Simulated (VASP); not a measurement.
Shape and ions are relaxed at each volume.

Energy against volume of Tl (hcp). Method: LDA (Ceperley-Alder, Perdew-Zunger), VASP's LDA PAW potentials (set 64) (plane waves; VASP).

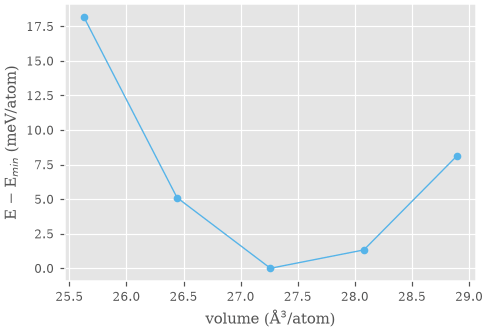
Energy against volume

Problem. Estimate the equilibrium volume and the bulk modulus.

Solution. The minimum lies near 27.5 Å³/atom, and the curvature gives B0 of about 41 GPa.

Measured: bulk modulus 37.4 GPa at 0 K (computed value off by +9.1 %), as given by K. Lejaeghere et al., Critical reviews in solid state and materials sciences/CRC critical reviews in solid state and materials sciences (2013), arXiv:1204.2733 [extrapolated to 0 K and zero-point effects removed (source: thermally corrected experimental values)].

The compound is Tl in the hcp structure. It was relaxed first.
